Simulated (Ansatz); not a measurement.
**Geometry relaxation, with input and output: Mg9O8 (part 2 of 2)**

The same run, continued: Mg9O8 (defect cell, 17 atoms in the cell); DFT PBE, scalar-relativistic, plane waves, PAW, PAW set soft_1, no spin polarisation (Ansatz 0.2.0); cutoff 420 eV, 2×2×2 k-mesh, Gaussian smearing of 0.02 eV. The structure derives from an entry of the Crystallography Open Database. It belongs to a series of runs on one base structure; here: end point B relaxed.

Geometry of the input (Å; fractional positions):
```
0.0000  4.2160  4.2160
4.2160  0.0000  4.2160
4.2160  4.2160  0.0000
Mg 0.0000  0.0000  0.0000
O  0.2500  0.2500  0.2500
Mg 0.0000  -0.0000  0.5000
O  0.2500  0.2500  0.7500
Mg 0.0000  0.5000  -0.0000
O  0.2500  0.7500  0.2500
Mg 0.0000  0.5000  0.5000
O  0.2500  0.7500  0.7500
Mg 0.5000  0.0000  -0.0000
O  0.7500  0.2500  0.2500
Mg 0.5000  0.0000  0.5000
O  0.7500  0.2500  0.7500
Mg 0.5000  0.5000  -0.0000
O  0.7500  0.7500  0.2500
Mg 0.5000  0.5000  0.5000
O  0.7500  0.7500  0.7500
Mg 0.3837  0.3776  0.3797
```

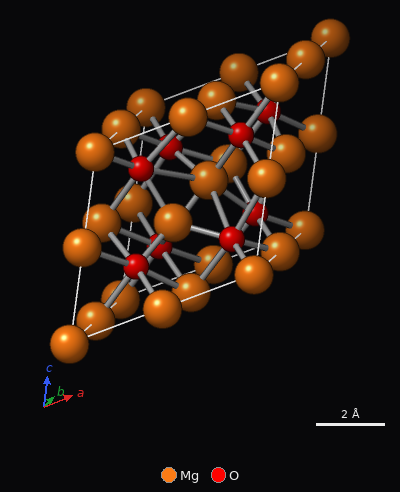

*The geometry at step 9 of the log (ball-and-stick view of the cell of the calculation, seen slightly off an axis).*

Output, continued
```
--- Relaxed structure (16 steps of the walk, 13 accepted, 0 SCFs on fresh bases) ---
  F+E_penalty+E_count = -21862.03214642 eV   max|allowed force component| = 2.950e-2 eV/Å
  atoms:
    - { symbol: Mg, position: [-0.0029117402516601943, -0.003373964677510713, -0.0029726494469095054] }
    - { symbol: O, position: [0.25009335170799557, 0.2567633270180048, 0.25005392381742625] }
    - { symbol: Mg, position: [-0.00369978903619822, 0.0023796681530172115, 0.4985643369501363] }
    - { symbol: O, position: [0.22711507701497416, 0.24626124985474, 0.768228450814043] }
    - { symbol: Mg, position: [-0.0014889706567161043, 0.50313421298008, -0.001718861502202601] }
    - { symbol: O, position: [0.24265708918247347, 0.7548649720026086, 0.24227595837733756] }
    - { symbol: Mg, position: [-0.054553368193970525, 0.5176886425978615, 0.5202840813200902] }
    - { symbol: O, position: [0.22670968792872725, 0.7575044067716394, 0.7578794841554521] }
    - { symbol: Mg, position: [0.4987701600982413, 0.0023475577832376415, -0.0037939853331087625] }
    - { symbol: O, position: [0.7690661821627571, 0.24630046429811503, 0.22653512507486684] }
    - { symbol: Mg, position: [0.522309257422205, -0.06707298054067809, 0.522641054848506] }
    - { symbol: O, position: [0.757519881316437, 0.2301539081947701, 0.7573463514499403] }
    - { symbol: Mg, position: [0.5206258634755684, 0.5179415700259563, -0.055140669325301706] }
    - { symbol: O, position: [0.7579717338618458, 0.7574770468326947, 0.22678128404255005] }
    - { symbol: Mg, position: [0.5270799192764789, 0.528663565726201, 0.5273126362179077] }
    - { symbol: O, position: [0.7573578907292996, 0.7559438680892642, 0.7570349354637456] }
    - { symbol: Mg, position: [0.38906254396154116, 0.3706450448899986, 0.38838390307552156] }
```

Trajectory as extended XYZ (Å, eV, eV/Å), 13 of the 16 frames kept, from step=1 to step=16
```
17
Lattice="0.0000 4.2160 4.2160 4.2160 0.0000 4.2160 4.2160 4.2160 0.0000" Properties=species:S:1:pos:R:3:forces:R:3 step=1 energy=-21855.87740
Mg    0.0000    0.0000    0.0000   -0.5860  -0.5856  -0.5842
O     2.1080    2.1080    2.1080    0.2661   0.2701   0.2683
Mg    2.1080    2.1080    0.0000    0.5997   0.6005  -0.6283
O     4.2160    4.2160    2.1080    0.3440   0.3238  -0.3808
Mg    2.1080    0.0000    2.1080    0.5970  -0.6269   0.5991
O     4.2160    2.1080    4.2160    0.2576  -0.2906   0.2460
Mg    4.2160    2.1080    2.1080    5.2149  -5.5564  -5.5209
O     6.3240    4.2160    4.2160   -0.0820   0.0675   0.0691
Mg    0.0000    2.1080    2.1080   -0.6308   0.6008   0.6022
O     2.1080    4.2160    4.2160   -0.5714   0.5066   0.5153
Mg    2.1080    4.2160    2.1080   -5.8467   5.4721  -5.9248
O     4.2160    6.3240    4.2160    0.0689  -0.0797   0.0672
Mg    2.1080    2.1080    4.2160   -5.7079  -5.8214   5.3825
O     4.2160    4.2160    6.3240    0.0698   0.0666  -0.0806
Mg    4.2160    4.2160    4.2160    6.9867   6.8335   6.8848
O     6.3240    6.3240    6.3240   -0.0658  -0.0653  -0.0653
Mg    3.1929    3.2184    3.2097   -0.9141  -1.7157  -1.4495
17
Lattice="0.0000 4.2160 4.2160 4.2160 0.0000 4.2160 4.2160 4.2160 0.0000" Properties=species:S:1:pos:R:3:forces:R:3 step=2 energy=-21860.08674
Mg   -0.0133   -0.0120   -0.0124   -0.0674  -0.0818  -0.0774
O     2.1221    2.1213    2.1216   -0.0416  -0.0377  -0.0393
Mg    2.1186    2.1198   -0.0078    0.0953   0.0815  -0.1277
O     4.2122    4.2108    2.1089    0.5580   0.5426  -0.5892
Mg    2.1191   -0.0079    2.1199    0.0897  -0.1265   0.0800
O     4.2108    2.1100    4.2100    0.4913  -0.5194   0.4824
Mg    4.2955    2.0274    2.0276    2.4962  -2.7010  -2.6814
O     6.3386    4.1990    4.1993   -0.1480   0.1409   0.1413
Mg   -0.0076    2.1186    2.1182   -0.1301   0.0939   0.0981
O     2.1068    4.2135    4.2139   -0.7317   0.6793   0.6859
Mg    2.0285    4.2944    2.0281   -2.9362   2.7087  -2.9766
O     4.1988    6.3390    4.1983    0.1439  -0.1493   0.1437
Mg    2.0283    2.0277    4.2948   -2.8326  -2.8925   2.6342
O     4.1991    4.1984    6.3389    0.1434   0.1428  -0.1490
Mg    4.2929    4.2922    4.2924    3.8303   3.7429   3.7735
O     6.3425    6.3419    6.3421   -0.1454  -0.1444  -0.1447
Mg    3.1921    3.2163    3.2080   -0.8152  -1.4799  -1.2537
17
Lattice="0.0000 4.2160 4.2160 4.2160 0.0000 4.2160 4.2160 4.2160 0.0000" Properties=species:S:1:pos:R:3:forces:R:3 step=3 energy=-21861.94995
Mg   -0.0070   -0.0092   -0.0085    0.1273   0.1262   0.1262
O     2.0940    2.0965    2.0956    0.0956   0.0448   0.0616
Mg    2.1159    2.1135   -0.0141   -0.0944  -0.0931   0.1031
O     4.2477    4.2501    2.0843    0.0018  -0.0533  -0.1236
Mg    2.1153   -0.0142    2.1138   -0.0973   0.1060  -0.0970
O     4.2464    2.0864    4.2479   -0.0226  -0.1160  -0.0592
Mg    4.3649    1.9448    1.9463    0.3360  -0.2271  -0.2379
O     6.3677    4.1771    4.1766    0.2193  -0.1604  -0.1697
Mg   -0.0137    2.1145    2.1153    0.0974  -0.0864  -0.0873
O     2.0800    4.2527    4.2519   -0.1395  -0.0033   0.0151
Mg    1.9384    4.3708    1.9354   -0.1823   0.2990  -0.1597
O     4.1799    6.3649    4.1809   -0.1558   0.2136  -0.1365
Mg    1.9421    1.9376    4.3688   -0.2085  -0.1750   0.3112
O     4.1785    4.1799    6.3659   -0.1663  -0.1377   0.2154
Mg    4.4063    4.4014    4.4031    0.0494   0.0909   0.0768
O     6.3515    6.3529    6.3524    0.1367   0.1642   0.1553
Mg    3.1768    3.1907    3.1860    0.0030   0.0074   0.0060
17
Lattice="0.0000 4.2160 4.2160 4.2160 0.0000 4.2160 4.2160 4.2160 0.0000" Properties=species:S:1:pos:R:3:forces:R:3 step=5 energy=-21862.00213
Mg   -0.0064   -0.0063   -0.0058   -0.0024  -0.0598  -0.0454
O     2.1149    2.0908    2.0959    0.0490   0.0076   0.0348
Mg    2.1108    2.1102   -0.0034    0.0581  -0.0124  -0.0706
O     4.2472    4.2172    2.0606    0.0824   0.0381  -0.0949
Mg    2.1111   -0.0041    2.1111    0.0462  -0.0703  -0.0007
O     4.2399    2.0627    4.2174    0.0233  -0.0597   0.0114
Mg    4.3767    1.9455    1.9454    0.1265  -0.0668  -0.0845
O     6.3853    4.1681    4.1652    0.0816  -0.1317  -0.1401
Mg   -0.0018    2.1091    2.1093   -0.0644   0.0121   0.0358
O     2.0546    4.2372    4.2475   -0.1289   0.1007   0.1223
Mg    1.9318    4.3936    1.9333   -0.0818   0.1288  -0.0500
O     4.1670    6.3830    4.1731   -0.0831   0.0695  -0.0741
Mg    1.9361    1.9380    4.3881   -0.1002  -0.0457   0.1350
O     4.1648    4.1729    6.3836   -0.1098  -0.0861   0.0745
Mg    4.4151    4.4169    4.4163    0.0289   0.0453   0.0380
O     6.3637    6.3762    6.3730    0.1051   0.0929   0.0877
Mg    3.1742    3.1993    3.1911   -0.0304   0.0377   0.0209
17
Lattice="0.0000 4.2160 4.2160 4.2160 0.0000 4.2160 4.2160 4.2160 0.0000" Properties=species:S:1:pos:R:3:forces:R:3 step=6 energy=-21862.00383
Mg   -0.0154   -0.0186   -0.0173   -0.0482   0.0125   0.0303
O     2.1418    2.0824    2.0982   -0.1342   0.0878   0.1063
Mg    2.1184    2.1095   -0.0052   -0.0430  -0.0231   0.0082
O     4.2568    4.1836    2.0276    0.0170   0.1421   0.0655
Mg    2.1191   -0.0073    2.1138   -0.0803   0.0170  -0.0070
O     4.2352    2.0341    4.1838   -0.0648   0.1306   0.1756
Mg    4.3842    1.9546    1.9512   -0.0485   0.0399   0.0215
O     6.4039    4.1478    4.1416   -0.2116   0.1338   0.1467
Mg   -0.0003    2.1088    2.1117    0.0010  -0.0868  -0.0302
O     2.0156    4.2314    4.2570    0.0942  -0.0864   0.0108
Mg    1.9246    4.4199    1.9342    0.0273  -0.0677  -0.0504
O     4.1501    6.4000    4.1626    0.1460  -0.1479  -0.0642
Mg    1.9302    1.9446    4.4089    0.0243  -0.0367  -0.0769
O     4.1437    4.1613    6.4008    0.1162  -0.1079  -0.1632
Mg    4.4259    4.4374    4.4333    0.0930  -0.0295  -0.0266
O     6.3819    6.4037    6.3973    0.0871  -0.1252  -0.1462
Mg    3.1693    3.2172    3.2022    0.0243   0.1471   0.0000
17
Lattice="0.0000 4.2160 4.2160 4.2160 0.0000 4.2160 4.2160 4.2160 0.0000" Properties=species:S:1:pos:R:3:forces:R:3 step=7 energy=-21862.01865
Mg   -0.0128   -0.0137   -0.0123   -0.0026  -0.0181  -0.0215
O     2.1173    2.0957    2.1060    0.0217  -0.0305   0.0320
Mg    2.1155    2.1089   -0.0067    0.0215  -0.0055  -0.0087
O     4.2533    4.2186    2.0488    0.0010  -0.0605   0.0171
Mg    2.1150   -0.0084    2.1131    0.0153  -0.0039  -0.0014
O     4.2347    2.0580    4.2184   -0.0639   0.0180  -0.0449
Mg    4.3882    1.9448    1.9416   -0.0112  -0.0049  -0.0013
O     6.3930    4.1524    4.1486    0.0077   0.0132  -0.0069
Mg   -0.0033    2.1050    2.1104   -0.0004   0.0165   0.0222
O     2.0395    4.2396    4.2576    0.0109  -0.0700   0.0131
Mg    1.9259    4.4079    1.9279   -0.0200  -0.0267  -0.0130
O     4.1575    6.3917    4.1563    0.0083  -0.0021   0.0248
Mg    1.9299    1.9361    4.4002    0.0136   0.0111  -0.0397
O     4.1510    4.1530    6.3917   -0.0190   0.0156   0.0075
Mg    4.4217    4.4243    4.4213    0.0334   0.0148   0.0382
O     6.3870    6.3901    6.3849   -0.0321   0.0175  -0.0059
Mg    3.1716    3.2065    3.1939    0.0158   0.1156  -0.0116
17
Lattice="0.0000 4.2160 4.2160 4.2160 0.0000 4.2160 4.2160 4.2160 0.0000" Properties=species:S:1:pos:R:3:forces:R:3 step=9 energy=-21861.92479 accepted=F
Mg   -0.0337   -0.0370   -0.0288   -0.0101   0.1097  -0.0785
O     2.1655    2.0835    2.1686   -0.2502   0.1960  -0.2707
Mg    2.1176    2.0629   -0.0008   -0.0811  -0.1561  -0.0292
O     4.3423    4.1228    1.9427   -0.3406   0.2457   0.3338
Mg    2.1246   -0.0247    2.1239   -0.0282   0.0474  -0.0608
O     4.1506    2.0541    4.1524    0.4382  -0.0766   0.4217
Mg    4.3582    2.0094    1.9772   -0.0010  -0.1416   0.0170
O     6.4052    4.1587    4.1316   -0.2734  -0.0585   0.3709
Mg   -0.0016    2.0766    2.1212   -0.0229  -0.1850  -0.1339
O     1.9243    4.1187    4.3538    0.3239   0.2709  -0.3092
Mg    1.9090    4.4366    1.8971   -0.0416  -0.0442   0.0365
O     4.1739    6.3678    4.1699    0.0096   0.1413   0.0669
Mg    1.9785    1.9965    4.3516   -0.0116  -0.0474   0.0932
O     4.1313    4.1524    6.3995    0.4488   0.0798  -0.2869
Mg    4.4836    4.4733    4.4662   -0.2589  -0.3556  -0.1343
O     6.3749    6.3853    6.3727   -0.0320  -0.1856  -0.0142
Mg    3.1806    3.3734    3.2026    0.1312   0.1594  -0.0223
17
Lattice="0.0000 4.2160 4.2160 4.2160 0.0000 4.2160 4.2160 4.2160 0.0000" Properties=species:S:1:pos:R:3:forces:R:3 step=10 energy=-21862.02851
Mg   -0.0170   -0.0180   -0.0182   -0.0229  -0.0123   0.0157
O     2.1270    2.0943    2.1200    0.0166   0.0072   0.0575
Mg    2.1162    2.0935   -0.0063   -0.0050   0.0199  -0.0117
O     4.2739    4.1958    2.0271    0.0632   0.0635  -0.0778
Mg    2.1190   -0.0123    2.1153   -0.0208  -0.0171   0.0232
O     4.2153    2.0594    4.2058   -0.0279  -0.0187   0.0161
Mg    4.3792    1.9599    1.9502    0.0181  -0.0163  -0.0158
O     6.3929    4.1539    4.1486    0.0071  -0.0089  -0.0015
Mg   -0.0044    2.0970    2.1139   -0.0144  -0.0258  -0.0055
O     2.0164    4.2081    4.2804   -0.0695   0.0263   0.0606
Mg    1.9192    4.4120    1.9186   -0.0364   0.0100  -0.0555
O     4.1631    6.3872    4.1640   -0.0121   0.0253  -0.0357
Mg    1.9431    1.9523    4.3850   -0.0143  -0.0230   0.0266
O     4.1504    4.1560    6.3903   -0.0015  -0.0246   0.0151
Mg    4.4363    4.4337    4.4332    0.0325  -0.0191   0.0170
O     6.3785    6.3864    6.3797    0.0513   0.0208   0.0199
Mg    3.1756    3.2514    3.1941    0.0361  -0.0069  -0.0483
17
Lattice="0.0000 4.2160 4.2160 4.2160 0.0000 4.2160 4.2160 4.2160 0.0000" Properties=species:S:1:pos:R:3:forces:R:3 step=11 energy=-21862.03085
Mg   -0.0237   -0.0204   -0.0213    0.0237  -0.0370  -0.0146
O     2.1358    2.0963    2.1329   -0.0215   0.0191   0.0070
Mg    2.1138    2.0862   -0.0058    0.0201  -0.0409   0.0025
O     4.2907    4.1852    2.0048    0.0015   0.0573  -0.0125
Mg    2.1198   -0.0155    2.1204    0.0086  -0.0077  -0.0274
O     4.2016    2.0583    4.1965    0.0182  -0.0087   0.0553
Mg    4.3763    1.9695    1.9551   -0.0006  -0.0364  -0.0339
O     6.3936    4.1518    4.1493   -0.0172  -0.0122   0.0060
Mg   -0.0056    2.0879    2.1132    0.0032  -0.0181   0.0154
O     1.9940    4.1925    4.2978    0.0204   0.0158  -0.0156
Mg    1.9151    4.4149    1.9101   -0.0383  -0.0062   0.0125
O     4.1628    6.3847    4.1632    0.0069   0.0128  -0.0001
Mg    1.9517    1.9621    4.3787   -0.0283   0.0323   0.0049
O     4.1509    4.1535    6.3915    0.0170  -0.0065  -0.0271
Mg    4.4483    4.4382    4.4413   -0.0304   0.0051   0.0270
O     6.3796    6.3831    6.3806    0.0227   0.0206   0.0030
Mg    3.1801    3.2823    3.1933   -0.0058   0.0107  -0.0024
17
Lattice="0.0000 4.2160 4.2160 4.2160 0.0000 4.2160 4.2160 4.2160 0.0000" Properties=species:S:1:pos:R:3:forces:R:3 step=12 energy=-21862.03149
Mg   -0.0212   -0.0230   -0.0225   -0.0364   0.0253   0.0124
O     2.1338    2.0981    2.1334   -0.0082   0.0029   0.0003
Mg    2.1163    2.0834   -0.0056   -0.0325   0.0248  -0.0053
O     4.2898    4.1905    2.0048   -0.0089   0.0108   0.0116
Mg    2.1208   -0.0157    2.1176   -0.0211  -0.0033   0.0352
O     4.2033    2.0587    4.2012   -0.0024   0.0095   0.0097
Mg    4.3765    1.9665    1.9523   -0.0062   0.0152   0.0326
O     6.3929    4.1503    4.1488   -0.0180   0.0028   0.0109
Mg   -0.0053    2.0880    2.1157   -0.0045  -0.0311  -0.0322
O     1.9982    4.1957    4.2942   -0.0059   0.0079   0.0074
Mg    1.9125    4.4138    1.9117    0.0058   0.0031  -0.0292
O     4.1622    6.3850    4.1628    0.0071   0.0199  -0.0022
Mg    1.9487    1.9642    4.3798    0.0153  -0.0343   0.0124
O     4.1505    4.1522    6.3908    0.0049  -0.0088  -0.0051
Mg    4.4448    4.4385    4.4424    0.0220  -0.0365  -0.0126
O     6.3810    6.3844    6.3815    0.0044   0.0073  -0.0056
Mg    3.1800    3.2799    3.1926    0.0845  -0.0154  -0.0404
17
Lattice="0.0000 4.2160 4.2160 4.2160 0.0000 4.2160 4.2160 4.2160 0.0000" Properties=species:S:1:pos:R:3:forces:R:3 step=13 energy=-21862.03133 accepted=F
Mg   -0.0295   -0.0289   -0.0304   -0.0249   0.0027  -0.0132
O     2.1380    2.1185    2.1406    0.0316   0.0197   0.0157
Mg    2.1068    2.0870   -0.0083    0.0080   0.0003   0.0211
O     4.2631    4.2033    1.9825    0.0121  -0.0485   0.0108
Mg    2.1079   -0.0145    2.1102    0.0041   0.0251   0.0079
O     4.2004    2.0236    4.2118    0.0092   0.0391  -0.0475
Mg    4.3756    1.9641    1.9539   -0.0074  -0.0213  -0.0201
O     6.3895    4.1542    4.1520   -0.0180  -0.0165  -0.0294
Mg   -0.0091    2.0882    2.1100    0.0165  -0.0087   0.0025
O     1.9853    4.1959    4.2668   -0.0161  -0.0008   0.0108
Mg    1.9314    4.3980    1.9303   -0.0051  -0.0153  -0.0105
O     4.1615    6.3859    4.1618    0.0255   0.0131   0.0382
Mg    1.9561    1.9661    4.3750   -0.0289  -0.0353   0.0055
O     4.1502    4.1523    6.3894   -0.0140   0.0147  -0.0047
Mg    4.4605    4.4565    4.4612    0.0164   0.0042   0.0155
O     6.3776    6.3806    6.3774   -0.0220   0.0362   0.0159
Mg    3.2196    3.2795    3.2174    0.0132  -0.0086  -0.0184
17
Lattice="0.0000 4.2160 4.2160 4.2160 0.0000 4.2160 4.2160 4.2160 0.0000" Properties=species:S:1:pos:R:3:forces:R:3 step=15 energy=-21862.03132 accepted=F
Mg   -0.0295   -0.0289   -0.0304   -0.0249   0.0026  -0.0133
O     2.1380    2.1185    2.1406    0.0316   0.0196   0.0156
Mg    2.1068    2.0870   -0.0083    0.0080   0.0002   0.0211
O     4.2631    4.2034    1.9825    0.0121  -0.0486   0.0109
Mg    2.1079   -0.0145    2.1102    0.0041   0.0251   0.0079
O     4.2004    2.0235    4.2119    0.0093   0.0391  -0.0476
Mg    4.3756    1.9641    1.9539   -0.0075  -0.0213  -0.0200
O     6.3895    4.1542    4.1520   -0.0180  -0.0165  -0.0294
Mg   -0.0091    2.0883    2.1100    0.0165  -0.0087   0.0025
O     1.9853    4.1959    4.2668   -0.0161  -0.0007   0.0108
Mg    1.9314    4.3980    1.9303   -0.0051  -0.0154  -0.0104
O     4.1615    6.3859    4.1618    0.0255   0.0130   0.0383
Mg    1.9561    1.9661    4.3750   -0.0289  -0.0352   0.0054
O     4.1502    4.1523    6.3894   -0.0140   0.0147  -0.0048
Mg    4.4605    4.4565    4.4612    0.0164   0.0043   0.0156
O     6.3776    6.3806    6.3774   -0.0221   0.0362   0.0159
Mg    3.2197    3.2795    3.2174    0.0130  -0.0085  -0.0185
17
Lattice="0.0000 4.2160 4.2160 4.2160 0.0000 4.2160 4.2160 4.2160 0.0000" Properties=species:S:1:pos:R:3:forces:R:3 step=16 energy=-21862.03215
Mg   -0.0268   -0.0248   -0.0265    0.0024   0.0068   0.0039
O     2.1367    2.1086    2.1369   -0.0065  -0.0026  -0.0020
Mg    2.1120    2.0863   -0.0056    0.0007  -0.0085  -0.0183
O     4.2771    4.1964    1.9958    0.0111   0.0078  -0.0160
Mg    2.1140   -0.0135    2.1149   -0.0032  -0.0136  -0.0070
O     4.2039    2.0445    4.2056    0.0038  -0.0031   0.0021
Mg    4.3761    1.9635    1.9526    0.0094   0.0011   0.0051
O     6.3889    4.1510    4.1494    0.0182  -0.0018  -0.0061
Mg   -0.0061    2.0868    2.1127   -0.0193  -0.0037   0.0015
O     1.9935    4.1975    4.2808   -0.0034  -0.0029  -0.0030
Mg    1.9207    4.4055    1.9193    0.0170  -0.0032   0.0295
O     4.1633    6.3867    4.1640   -0.0074   0.0027  -0.0080
Mg    1.9512    1.9625    4.3786    0.0136   0.0226  -0.0023
O     4.1496    4.1517    6.3891   -0.0063  -0.0037   0.0137
Mg    4.4520    4.4453    4.4510   -0.0196  -0.0065  -0.0051
O     6.3787    6.3847    6.3801    0.0067  -0.0043   0.0057
Mg    3.2001    3.2777    3.2029   -0.0173   0.0131   0.0064
```
